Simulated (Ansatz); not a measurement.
```yaml
atoms:
  - { symbol: In, position_ang: [0.0732, 0.9283, -0.2545] }
  - { symbol: O, position_ang: [-0.1407, 0.4190, 2.0210] }
  - { symbol: H, position_ang: [-0.9287, -0.0807, 2.2049] }
  - { symbol: Cl, position_ang: [2.0501, -0.3925, -0.3438] }
  - { symbol: Cl, position_ang: [-1.8925, -0.3438, -0.6802] }
  - { symbol: H, position_ang: [0.1099, 2.6299, -0.4262] }
  - { symbol: H, position_ang: [0.5955, -0.0763, 2.3627] }
```

Core potentials replace the inner electrons of In.

The calculation used Ansatz, RHF/def2-SVP.

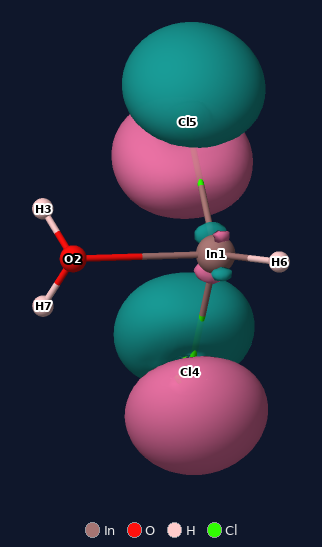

Cl2H3InO. The HOMO−1 at ±0.1 Å⁻³ᐟ² (teal and pink are the two phases), seen across its widest extent.

Describe this orbital and give its energy.

It lies mainly on Cl4 (about 45 %) and Cl5 (about 45 %); largely a combination of lone pairs on Cl4 and Cl5. Its energy is −11.56 eV.
